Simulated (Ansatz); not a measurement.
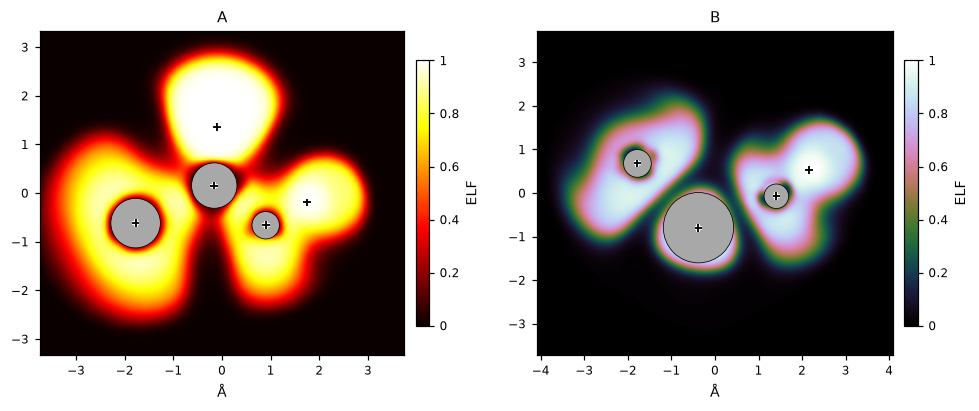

The ELF of 2 systems, each on a plane through atoms (crosses mark nuclei in the plane; grey discs cover the cores).

Level of theory: Ansatz 0.2.0, RKS B3LYP-D4/def2-SVP.

System 1: F2H3NOZr, the plane of atoms O2, Zr1 and N5. Core potentials replace the inner electrons of Zr.

```xyz
8

Zr   -0.0846   -0.0198   -0.0560
O    -0.2816   -0.1896    1.8540
H    -0.5200   -0.0385    2.7708
F     1.7878    0.1494   -0.4574
N    -0.9938    1.6623   -0.7541
H    -1.9669    1.7360   -1.0521
H    -0.5742    2.5902   -0.8174
F    -0.9640   -1.5114   -0.8902
```

System 2: BClH2O···HF, the plane of atoms H2, B1 and Cl3. 

```yaml
atoms:
  - { symbol: B, position_ang: [-0.0536, -0.4711, 0.0311] }
  - { symbol: H, position_ang: [-0.1569, -1.0299, 1.0876] }
  - { symbol: Cl, position_ang: [1.5798, 0.0335, -0.5040] }
  - { symbol: O, position_ang: [-1.0622, -0.2466, -0.8169] }
  - { symbol: H, position_ang: [-1.9204, -0.5234, -0.4693] }
  - { symbol: F, position_ang: [0.0214, 1.9546, 1.2934] }
  - { symbol: H, position_ang: [0.7914, 1.7794, 0.7971] }
```

> Which map belongs to which system?

Panel A is system 2, BClH2O···HF: the plane holds B, H, Cl and O. B–O (1.34 Å): the ELF peaks at about 0.90 between the atoms: a short, strongly polar bond. Panel B is system 1, F2H3NOZr: the plane holds Zr, O, H and N. Zr–O (1.93 Å): the ELF peaks at about 0.80 in the valence shell of O, 0.6 Å from its nucleus, and drops to about 0.20 between the two atoms.
